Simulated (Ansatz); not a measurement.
FGaH$_{6}$O$_{2}$Si$_{2}$ (SMILES [F][Ga]([O][SiH3])[O][SiH3])

Input

```
crystal:
  periodic: [false, false, false]
  atoms:
    - {symbol: F, position_ang: [-0.082957, -1.993262, 2.335725]}
    - {symbol: Ga, position_ang: [-0.096359, -0.269337, 2.158234]}
    - {symbol: O, position_ang: [1.319793, 0.508922, 1.469622]}
    - {symbol: O, position_ang: [-1.525635, 0.610782, 2.675950]}
    - {symbol: Si, position_ang: [1.850034, 2.037114, 1.085387]}
    - {symbol: Si, position_ang: [-2.085647, 2.175223, 2.730339]}
    - {symbol: H, position_ang: [1.399063, 3.024959, 2.115996]}
    - {symbol: H, position_ang: [1.310238, 2.456245, -0.242915]}
    - {symbol: H, position_ang: [3.339143, 2.023203, 1.036543]}
    - {symbol: H, position_ang: [-3.574491, 2.144027, 2.779076]}
    - {symbol: H, position_ang: [-1.560450, 2.873633, 3.941829]}
    - {symbol: H, position_ang: [-1.647642, 2.933156, 1.515829]}
basis:
  gaussian:
    orbitals: def2-SVPD
magnetization:
  spin_polarized: false
total_charge: 0
hamiltonian:
  xc: pbe0
output: {forces: true, orbitals: {seedname: orbitals}}
```

Command:

```sh
ansatz run input.yaml --threads 2 --pin off --max-ram 6090MiB --events-out events.jsonl --progress --plain --runs-dir runs
```

Geometry: PBE0-D4/def2-SVP.

Level of theory: isolated molecule in a Gaussian basis; Kohn-Sham density functional theory, functional PBE0 in Ansatz 0.2.0.

Question: What can the converged electron density and electron localisation function tell about the bonding?

Answer: Si–O (1.66 Å): ρ is about 1 e/Å³ halfway; the ELF peaks at about 0.85 between the atoms: a polar covalent bond.
Ga–F (1.73 Å): ρ at the midpoint is about 0.87 e/Å³; the ELF peaks at about 0.85 in the valence shell of F, 0.6 Å from its nucleus, and is about 0.15 at the midpoint.
Ga–O (1.76 Å): ρ at the midpoint is about 0.92 e/Å³; the ELF peaks at about 0.80 in the valence shell of O, 0.6 Å from its nucleus, and is about 0.20 at the midpoint.

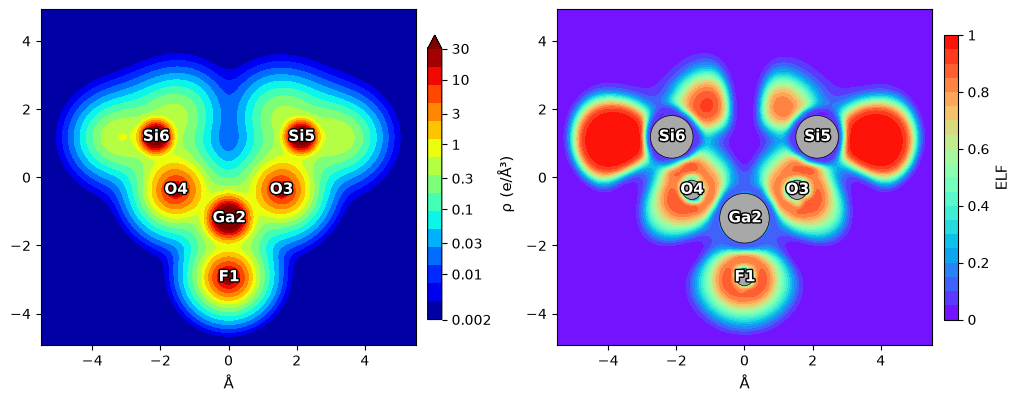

Computed electron density and electron localisation function on the plane of atoms Ga2, O4 and Si6, in this order. Grey discs cover the atomic cores in the ELF map. 
